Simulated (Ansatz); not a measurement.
```xyz
11

B     0.0154    0.5726   -0.4339
N    -0.3218   -0.0421    2.2118
H    -1.1020   -0.6697    2.4304
H     0.5314   -0.4327    2.6246
Cl    1.7336    0.1632   -0.6399
Cl   -1.1802   -0.4918   -1.2070
Si   -0.5261    2.2729    0.4069
H    -1.8887    2.1847    1.0366
H     0.4496    2.7104    1.4641
H    -0.5947    3.4000   -0.5935
H    -0.5104    0.8690    2.6768
```

Not at a stationary point (largest force 0.7 eV/Å).

Theory: RKS PBE/6-31G* in Ansatz 0.2.0.

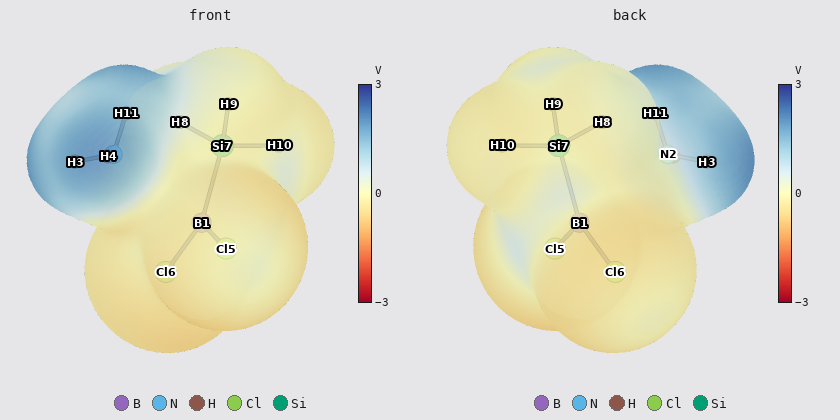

BCl2H3Si···NH3. The molecular electrostatic potential painted on the density surface at 0.002 e/bohr³, seen from the front and from behind; the colour scale runs from red (negative) to blue (positive).

Q: Which sites attract a positive test charge, and which a negative one?

A: A positive charge is drawn to the negative regions and a negative charge to the positive ones. The most negative region (about −0.7 V) lies over Cl5 and Cl6, the most positive (about +2.0 V) over H3 and H4.
